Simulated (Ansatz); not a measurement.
One crystal and one scan (energy against volume) at two levels, PBE (plane waves to 420 eV, PAW, scalar-relativistic; Ansatz, a first-principles code) and r2SCAN (plane waves to 500 eV, PAW, scalar-relativistic; Ansatz), each from its own relaxed cell and on its own mesh. The cell shown is that of PBE.

Cd (hcp, Mg type)

```yaml
crystal:
  lattice:
    - [3.01593, 0.00000, 0.00000]
    - [-1.50796, 2.61187, 0.00000]
    - [0.00000, 0.00000, 5.82164]
  atoms:
    - { symbol: Cd, position: [0.33333, 0.66667, 0.75000] }
    - { symbol: Cd, position: [0.66667, 0.33333, 0.25000] }
```

Equation-of-state scan: isotropic scaling of the cell above, V₀ being its volume. Symmetry pins the atoms to their sites.

Energies are smeared free energies. Cd was relaxed with its symmetry unable to fall. The PAW data are Ansatz's earlier set. With the shape held, the modulus is that of even scaling; a crystal free to change shape is softer. Percentages come from the unrounded values. Both scans cover V/V₀ from 0.940 to 1.060.

```csv
quantity,PBE,r2SCAN,PBE − r2SCAN
Lattice constant a (Å),3.016,2.962,+0.054 (+1.8 %)
Lattice constant c (Å),5.822,5.801,+0.021 (+0.4 %)
Relaxed volume (Å³/atom),22.93,22.04,+0.89 (+4.0 %)
Pressure at the smallest volume (GPa),3.3,4.2,-0.9 (-21 %)
Energy cost of the largest compression (meV/atom),13,16,-3
Energy cost of the largest expansion (meV/atom),10,12,-2
Bulk modulus at fixed cell shape B₀ (third-order Birch-Murnaghan fit) (GPa),44.2,57.4,-13.2 (-23 %)
Pressure derivative B₀′ (fit),6.7,5.7,+1.0 (+17 %)
Pressure for 5 % compression (fit) (GPa),2.7,3.4,-0.7 (-21 %)
```

PBE gives the higher value for: lattice constant a; lattice constant c; relaxed volume; pressure derivative B₀′. PBE gives the lower value for: pressure at the smallest volume; energy cost of the largest compression; bulk modulus at fixed cell shape B₀; pressure for 5 % compression.

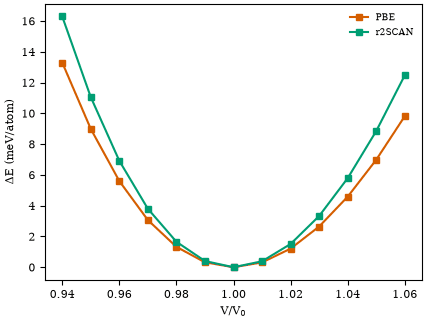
ΔE, each from the relaxed starting cell of its own level.

(Under strain, the slope of the energy per volume gives the stress and its curvature an elastic modulus.)
